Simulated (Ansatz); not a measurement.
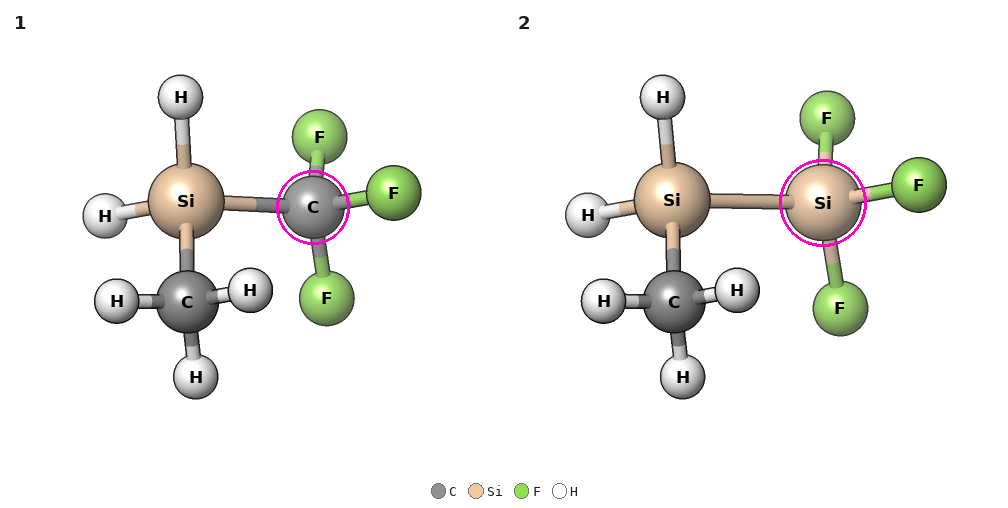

2 molecules with one skeleton, seen from the same side and at one scale; the atom that differs is circled. Each species is neutral and a spin singlet. Computed geometries: PBE0-D4/def2-TZVP optimisations, one conformation each. Properties computed with Ansatz 0.2.0.

One atom differs, called X below: C in panel 1, Si in panel 2. Their formulas are C2H5F3Si (`C[SiH2]C(F)(F)F`), CH5F3Si2 (`C[SiH2][Si](F)(F)F`).

Question: In which is the dipole moment larger (PBE0-D4/def2-TZVP)?

Answer: In panel 2 (X = Si).

Question: In which is the HOMO–LUMO gap larger (PBE0-D4/def2-TZVPP)?

Answer: In panel 1 (X = C).

Give the values. With PBE0-D4/def2-TZVP: mean length of X–F (Å), length of X–Si (Å), mean angle Si–X–F (°), dipole moment (D), harmonic zero-point energy (kJ/mol). With PBE0-D4/def2-TZVPP: HOMO energy (Kohn–Sham orbital) (eV), HOMO–LUMO gap (eV).

```tsv
quantity	1 (C)	2 (Si)	2 − 1
mean length of X–F (Å)	1.347	1.584	+0.237
length of X–Si (Å)	1.934	2.331	+0.397
mean angle Si–X–F (°)	112.2	112.2	0.0
HOMO energy (Kohn–Sham orbital) (eV)	−9.29	−8.96	+0.33
HOMO–LUMO gap (eV)	9.66	8.60	−1.06
dipole moment (D)	2.69	2.79	+0.10
harmonic zero-point energy (kJ/mol)	178.4	167.2	−11.2
```
